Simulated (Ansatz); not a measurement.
# CCSD(T)/cc-pVDZ run of C4H7B (SMILES C#CB(C)C)

What is the vertical ionisation energy of C4H7B at CCSD(T)/cc-pVDZ? 

Program for the calculation: Ansatz 0.2.0.

33 further runs of the same task are left out: 33 set aside as unsound or not needed. Runs told in other sessions of the task aren't counted.

### Step 1. The system as given

C4H7B: 12 atoms, total charge 0, spin state singlet. SMILES: `C#CB(C)C`. The shape is that of a PBE0-D4/def2-TZVP optimisation.

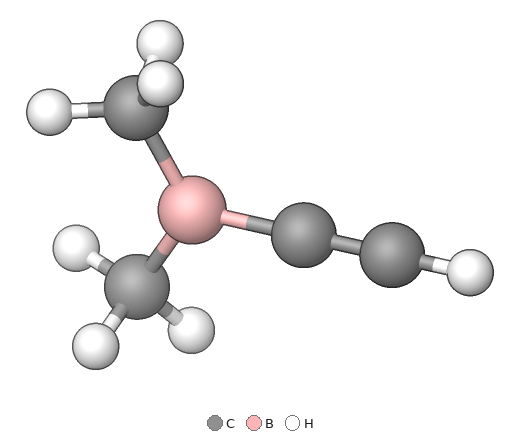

The structure, seen from a chosen angle (carbon grey, boron pink, hydrogen white).

### Step 2. The energy at CCSD(T)/cc-pVDZ

File in.yaml:

```yaml
crystal:
  periodic: [false, false, false]
  atoms:
    - {symbol: C, position_ang: [-0.661600, 2.532300, 0.484500]}
    - {symbol: C, position_ang: [-0.357900, 1.383300, 0.266900]}
    - {symbol: B, position_ang: [0.024200, -0.067500, -0.009200]}
    - {symbol: C, position_ang: [-0.665800, -1.205600, 0.811900]}
    - {symbol: C, position_ang: [1.094600, -0.379000, -1.106000]}
    - {symbol: H, position_ang: [-0.929800, 3.545600, 0.676300]}
    - {symbol: H, position_ang: [-0.078400, -2.125800, 0.854900]}
    - {symbol: H, position_ang: [-1.592200, -1.454800, 0.272500]}
    - {symbol: H, position_ang: [-0.970700, -0.909700, 1.817200]}
    - {symbol: H, position_ang: [2.071000, -0.357100, -0.598500]}
    - {symbol: H, position_ang: [1.148800, 0.363300, -1.904000]}
    - {symbol: H, position_ang: [0.995000, -1.380100, -1.532400]}
basis:
  gaussian:
    orbitals: cc-pVDZ
correlation:
  method: ccsd_t
  frozen_orbitals: {B: 1, C: 1, H: 0}
accuracy: high
scf:
  omitted_lower_state_checks: [cluster_reference, increment]
```

Command:

```console
$ ansatz run in.yaml --threads 1 --pin off --max-ram 2610MiB --events-out events.jsonl --progress --plain --runs-dir runs
```

What it wrote:

```text
Warning: RAYON_NUM_THREADS=1 ignored (pool sized by the plan → 1); use --threads N
Functional definition: HF
  name "HF"
  exchange = exact_x
  correlation = 0
these checks for a lower state are left out or cut short: cluster_reference, increment
2485 factors; integrals over basis functions are off by at most 3.4e-9 eV
mean field evaluation 1: about -4900.1365 eV, gradient 3.3e1 eV
mean field evaluation 2: about -4900.3328 eV, gradient 3.3e1 eV
mean field evaluation 4: about -4903.5851 eV, gradient 4.2e0 eV
mean field evaluation 8: about -4903.6468 eV, gradient 2.7e-1 eV
mean field evaluation 16: about -4903.6477 eV, gradient 7.3e-9 eV
mean field -4903.64769796 eV, -180.2057290883 hartree, gradient 7.3e-9 eV, S^2 0.000000; 0 other end points of the search recorded, 0 dependent functions left out
5 core orbitals not correlated: weight in the atoms' cores, before any rotation towards them, 1.000 or more for the frozen orbitals, at most 0.000 for the correlated occupied ones
reference -4903.64769796 eV, -180.2057290883 hartree; 13, 13 occupied and 87, 87 virtual orbitals, 2485 factors
second order -16.75875894 eV of doubles, -0.00000000 eV of singles
cycle   1  -17.57842156 eV  change   -8.2e-1 eV  update   9.7e-2
cycle   2  -18.08361966 eV  change   -5.1e-1 eV  update   3.0e-2
cycle   3  -18.18567240 eV  change   -1.0e-1 eV  update   1.3e-2
cycle   4  -18.18923896 eV  change   -3.6e-3 eV  update   4.1e-3
cycle   5  -18.19064379 eV  change   -1.4e-3 eV  update   1.4e-3
cycle   6  -18.19054611 eV  change    9.8e-5 eV  update   4.9e-4
cycle   7  -18.19061799 eV  change   -7.2e-5 eV  update   1.4e-4
cycle   8  -18.19065553 eV  change   -3.8e-5 eV  update   6.4e-5
cycle   9  -18.19062672 eV  change    2.9e-5 eV  update   2.5e-5
cycle  10  -18.19061768 eV  change    9.0e-6 eV  update   7.9e-6
cycle  11  -18.19062192 eV  change   -4.2e-6 eV  update   3.0e-6
cycle  12  -18.19062126 eV  change    6.5e-7 eV  update   7.7e-7
cycle  13  -18.19062227 eV  change   -1.0e-6 eV  update   2.5e-7
cycle  14  -18.19062233 eV  change   -6.3e-8 eV  update   9.0e-8
cycle  15  -18.19062233 eV  change    1.8e-9 eV  update   4.5e-8
cycle  16  -18.19062232 eV  change    1.3e-8 eV  update   3.1e-8
cycle  17  -18.19062230 eV  change    1.6e-8 eV  update   1.3e-7
cycle  18  -18.19062231 eV  change   -1.3e-8 eV  update   3.1e-8
cycle  19  -18.19062233 eV  change   -1.5e-8 eV  update   1.0e-8
cycle  20  -18.19062234 eV  change   -7.8e-9 eV  update   3.8e-9
cycle  21  -18.19062234 eV  change   -2.0e-9 eV  update   1.2e-9
perturbative correction -0.65446683 eV, -0.0240512124 hartree
Total energy: -4922.49278713 eV, -180.8982733416 hartree
Checks for a lower state left out: cluster_reference, increment
```

Run time: 50 s. Hardware: 1 thread of Arm Neoverse V2, shared host; peak memory 0.89 GiB.

### Step 3. The doublet cation at the same level

File input.yaml:

```yaml
crystal:
  periodic: [false, false, false]
  atoms:
    - {symbol: C, position_ang: [-0.661600, 2.532300, 0.484500]}
    - {symbol: C, position_ang: [-0.357900, 1.383300, 0.266900]}
    - {symbol: B, position_ang: [0.024200, -0.067500, -0.009200]}
    - {symbol: C, position_ang: [-0.665800, -1.205600, 0.811900]}
    - {symbol: C, position_ang: [1.094600, -0.379000, -1.106000]}
    - {symbol: H, position_ang: [-0.929800, 3.545600, 0.676300]}
    - {symbol: H, position_ang: [-0.078400, -2.125800, 0.854900]}
    - {symbol: H, position_ang: [-1.592200, -1.454800, 0.272500]}
    - {symbol: H, position_ang: [-0.970700, -0.909700, 1.817200]}
    - {symbol: H, position_ang: [2.071000, -0.357100, -0.598500]}
    - {symbol: H, position_ang: [1.148800, 0.363300, -1.904000]}
    - {symbol: H, position_ang: [0.995000, -1.380100, -1.532400]}
basis:
  gaussian:
    orbitals: cc-pVDZ
total_charge: 1
magnetization:
  spin_polarized: true
  initial_magnetization: 1
correlation:
  method: ccsd_t
  frozen_orbitals: {B: 1, C: 1, H: 0}
accuracy: high
scf:
  omitted_lower_state_checks: [cluster_reference, increment]
```

Command:

```console
$ ansatz run input.yaml --threads 1 --pin off --max-ram 2610MiB --events-out events.jsonl --progress --plain --runs-dir runs
```

What it wrote:

```text
Warning: RAYON_NUM_THREADS=1 ignored (pool sized by the plan → 1); use --threads N
[... 4 set-up lines as earlier in the session ...]
these checks for a lower state are left out or cut short: cluster_reference, increment
2484 factors; integrals over basis functions are off by at most 3.4e-9 eV
mean field evaluation 1: about -4889.9333 eV, gradient 2.8e1 eV
mean field evaluation 2: about -4889.9355 eV, gradient 2.8e1 eV
mean field evaluation 4: about -4894.4729 eV, gradient 3.7e0 eV
mean field evaluation 8: about -4894.7080 eV, gradient 2.4e-1 eV
mean field evaluation 16: about -4894.7120 eV, gradient 4.8e-8 eV
mean field evaluation 32: about -4894.1958 eV, gradient 3.2e0 eV
mean field -4894.71196892 eV, -179.8773471027 hartree, gradient 4.8e-8 eV, S^2 0.766430; 6 other end points of the search recorded, 0 dependent functions left out
5 core orbitals not correlated: weight in the atoms' cores, before any rotation towards them, 1.000 or more for the frozen orbitals, at most 0.000 for the correlated occupied ones
reference -4894.71196892 eV, -179.8773471027 hartree; 13, 12 occupied and 87, 88 virtual orbitals, 2484 factors
second order -15.28016632 eV of doubles, -0.00000000 eV of singles
cycle   1  -16.44476725 eV  change    -1.2e0 eV  update   1.1e-1
cycle   2  -16.93686566 eV  change   -4.9e-1 eV  update   3.7e-2
cycle   3  -17.05382705 eV  change   -1.2e-1 eV  update   3.6e-2
cycle   4  -17.08703300 eV  change   -3.3e-2 eV  update   2.4e-2
cycle   5  -17.09548415 eV  change   -8.5e-3 eV  update   1.8e-2
cycle   6  -17.11229999 eV  change   -1.7e-2 eV  update   1.1e-2
cycle   7  -17.11706936 eV  change   -4.8e-3 eV  update   5.1e-3
cycle   8  -17.12056742 eV  change   -3.5e-3 eV  update   2.4e-3
cycle   9  -17.12136885 eV  change   -8.0e-4 eV  update   1.2e-3
cycle  10  -17.12087973 eV  change    4.9e-4 eV  update   5.1e-4
cycle  11  -17.12101215 eV  change   -1.3e-4 eV  update   2.3e-4
cycle  12  -17.12126914 eV  change   -2.6e-4 eV  update   1.1e-4
cycle  13  -17.12117773 eV  change    9.1e-5 eV  update   5.3e-5
cycle  14  -17.12120765 eV  change   -3.0e-5 eV  update   3.1e-5
cycle  15  -17.12118134 eV  change    2.6e-5 eV  update   1.5e-5
cycle  16  -17.12117523 eV  change    6.1e-6 eV  update   1.2e-5
cycle  17  -17.12118125 eV  change   -6.0e-6 eV  update   8.6e-6
cycle  18  -17.12118635 eV  change   -5.1e-6 eV  update   7.7e-6
cycle  19  -17.12119183 eV  change   -5.5e-6 eV  update   6.4e-6
cycle  20  -17.12118932 eV  change    2.5e-6 eV  update   4.2e-6
cycle  21  -17.12118516 eV  change    4.2e-6 eV  update   2.1e-6
cycle  22  -17.12118370 eV  change    1.5e-6 eV  update   9.9e-7
cycle  23  -17.12118396 eV  change   -2.6e-7 eV  update   4.5e-7
cycle  24  -17.12118425 eV  change   -3.0e-7 eV  update   2.4e-7
cycle  25  -17.12118433 eV  change   -8.0e-8 eV  update   1.4e-7
cycle  26  -17.12118427 eV  change    6.0e-8 eV  update   9.4e-8
cycle  27  -17.12118423 eV  change    4.8e-8 eV  update   6.9e-8
cycle  28  -17.12118421 eV  change    1.6e-8 eV  update   5.2e-8
cycle  29  -17.12118421 eV  change   -1.7e-9 eV  update   1.2e-7
cycle  30  -17.12118420 eV  change    1.3e-8 eV  update   4.1e-8
cycle  31  -17.12118420 eV  change    3.3e-9 eV  update   2.4e-8
cycle  32  -17.12118419 eV  change   8.5e-10 eV  update   1.7e-8
cycle  33  -17.12118421 eV  change   -1.2e-8 eV  update   1.1e-8
cycle  34  -17.12118421 eV  change   -8.3e-9 eV  update   6.3e-9
cycle  35  -17.12118422 eV  change   -3.6e-9 eV  update   3.0e-9
cycle  36  -17.12118422 eV  change  -6.9e-10 eV  update   2.1e-9
cycle  37  -17.12118422 eV  change  -7.9e-10 eV  update   1.6e-9
perturbative correction -0.60671896 eV, -0.0222965106 hartree
Total energy: -4912.43987210 eV, -180.5288355282 hartree
Checks for a lower state left out: cluster_reference, increment
```

Run time: 3.9 min. Hardware: 1 thread of Arm Neoverse V2, shared host; peak memory 1.9 GiB.

### Step 4. Results

At CCSD(T)/cc-pVDZ, 5 core orbitals frozen:

| quantity | value |
| --- | --- |
| singlet C4H7B: total energy | -180.89827 Eh |
| singlet C4H7B: correlation energy (5 core orbitals frozen) | -692.5 mEh |
| singlet C4H7B: (T) correction | -24.05 mEh |
| singlet C4H7B: T1 diagnostic | 0.011 |
| doublet cation: total energy | -180.52884 Eh |
| doublet cation: correlation energy (5 core orbitals frozen) | -651.5 mEh |
| doublet cation: (T) correction | -22.30 mEh |
| doublet cation: ⟨S²⟩ of the reference determinant | 0.766 |
| doublet cation: T1 diagnostic | 0.038 |
| vertical ionisation energy (to the doublet cation) | 10.053 eV |

In words: The vertical ionisation energy comes to 10.05 eV (232 kcal/mol). The triples (singlet C4H7B) make up 3.5 % of the correlation energy. The triples (doublet cation) make up 3.4 % of the correlation energy.
